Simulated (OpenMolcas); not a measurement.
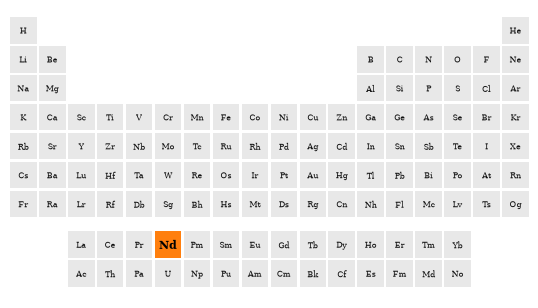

The place of neodymium in the periodic table.

Run report: Nd²⁺, multiconfigurational calculation

System: Nd²⁺.
Method: state-averaged CASSCF, active space 4 electrons in the shell 4f, basis ANO-R3, X2C scalar Hamiltonian, spin-orbit coupling by RASSI with atomic mean-field integrals (OpenMolcas).

Input file:
```
&GATEWAY
Coord
1

Nd 0.0 0.0 0.0
Basis=ANO-R3
Group=XYZ
NoMove
AngMom=0.0 0.0 0.0
AMFI
&SEWARD
&RASSCF
FileOrb=start.orb
Symmetry=1
Spin=5
nActEl=5 0 0
Inactive=15 12
Ras2=0 7
CIRoot=35 35 1
SDav=35
CIMx=300
Iter=54 100
PrWF=0.3
OrbListing=Nothing
MaxOrb=0
Atom
>>> COPY $Project.JobIph JOB001
```

The file start.orb holds starting orbitals from an earlier step.

Command:
```bash
OMP_NUM_THREADS=1 MOLCAS_MEM=2252 MOLCAS_PROJECT=a pymolcas a.inp > a.log  # once for each step of the input, in one work folder
```

Log (extracts):
```
--- SEWARD ---
Basis set label: ND.ANO-R...9S8P5D5F3G1H.

      Electronic valence basis set:
      ------------------
      Associated Effective Charge  60.000000 au
      Associated Actual Charge     60.000000 au
      Nuclear Model: Finite nucleus - Gaussian distribution
        Gaussian exponent, Xi/bohr**(-2):  1.72717E+08

      Shell  nPrim  nBasis  Cartesian Spherical Contaminant
         s      25       9        X
         p      19       8        X
         d      12       5                 X
         f      10       5                 X
         g       5       3                 X
         h       4       1                 X
                  Relativistic X2C integrals
                  Atomic mean-field integrals
--- RASSCF ---

 Nr of active orbitals     NAC=   7
 Spin degeneracy         ISPIN=   5
 There can be no such wave function.
 ************************************************
--- Stop Module: rasscf at  /rc=_RC_INPUT_ERROR_ ---
.####################.
.# User input error #.
.####################.
```

Outcome:

| quantity | value |
| --- | --- |
| outcome | refused by the program |
| hardware | 1 CPU thread, shared host |

Diagnosis:

One thing in this input was made wrong on purpose: wrong electron count. The program refused the input; the driver noted: RASSCF spin 5: _RC_INPUT_ERROR_.
